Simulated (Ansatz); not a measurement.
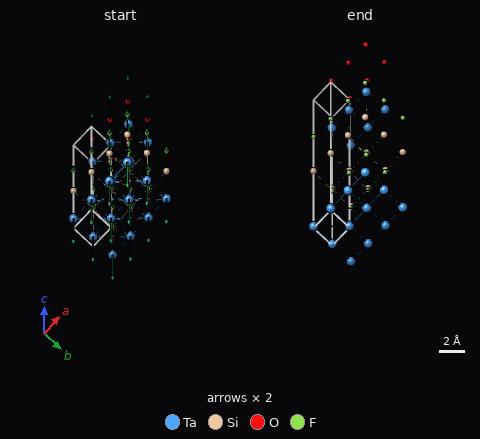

The structure of solid Ta₂SiOF₂ (a generated structure, set up in P3m1) (coarse preliminary run) before (left) and after (right) a relaxation, at one scale. The green arrows give the displacements (the part carried along by the change of the cell is left out), 2 times their true length.

Style: ball-and-stick. Shown: the cell of the calculation, repeated 3 × 2 × 1 with one cell outlined, from a free direction.

Computed with Ansatz, DFT PBE, scalar-relativistic, plane waves, PAW.

Input
```yaml
crystal:
  lattice:
    - [3.0890088, 0.0, 0.0]
    - [-1.5445044, 2.67516009, 0.0]
    - [0.0, 0.0, 8.31548877]
  atoms:
    - { symbol: Ta, position: [0.0, 0.0, 0.118341] }
    - { symbol: Ta, position: [0.33333333, 0.66666667, 0.87165302] }
    - { symbol: Si, position: [0.0, 0.0, 0.449965] }
    - { symbol: O, position: [0.66666667, 0.33333333, 0.99739897] }
    - { symbol: F, position: [0.0, 0.0, 0.69194198] }
    - { symbol: F, position: [0.33333333, 0.66666667, 0.3107] }
basis:
  ecutwfc: 420
kpoints:
  mp_grid: { grid: [6, 6, 2] }
hamiltonian:
  xc: pbe
scf:
  occupations: { method: gaussian, width: 0.1 }
  lower_state_search: "off"
output:
  forces: true
  stress: true
  eigenvalues: true
relax:
  adjacent_minimum: "off"
  f_tol: 0.04
  max_steps: 70
  cell: { stress_tol: 0.4 }
```

Command:
```bash
ansatz run input.yaml --threads 1 --pin off --max-ram 2560MiB --backend cpu --events-out ev --progress --plain --runs-dir out
```

Question: Describe what moved and what it gained.

Answer: Over 34 accepted moves (42 points after the start) the energy falls by 1212 meV per atom. The largest force component goes from 2.5 to 0.012 eV/Å. Pressure: 45.81 GPa at the start and 0.05 GPa at the end. The line search rejected the trial steps at points 10, 17, 25, 40 of the run. The SCF was repeated 4 times at an unchanged geometry on a basis and grid sized afresh for the cell, which shifted the energy by 101 meV per atom at most. The atom that moves furthest relative to the cell is O4 (1.34 Å along +c). By element the largest moves are O 1.34 Å, Ta 1.33 Å, F 0.35 Å, Si 0.06 Å. The drawn cell changes as follows: a = b 3.089 → 2.965 Å (−4.0 %), c 8.315 → 12.834 Å (+54.3 %); the volume changes by +42.2 %. Among the contacts that change: Ta1–Si3 2.758 → 5.524 Å, Ta1–F6 2.396 → 4.482 Å, Ta2–O4 2.067 → 3.928 Å, Si3–F5 2.012 → 3.436 Å. Bonds break: Si3–F5 (2.01 → 3.44 Å), Ta1–F6 (2.40 → 4.48 Å), Ta1–Si3 (2.76 → 5.52 Å), Ta2–O4 (2.07 → 3.93 Å). Among the angles between lasting bonds that change: Ta1–O4–Ta1 97.9° → 92.9°. The space group stays P3m1 (No. 156). Cost: 5 min on 1 thread of AMD EPYC (Zen 3), with other jobs on the host, peak memory 0.38 GiB.

Limits of the set-up: the k-point mesh is coarse for a cell with partly filled bands.
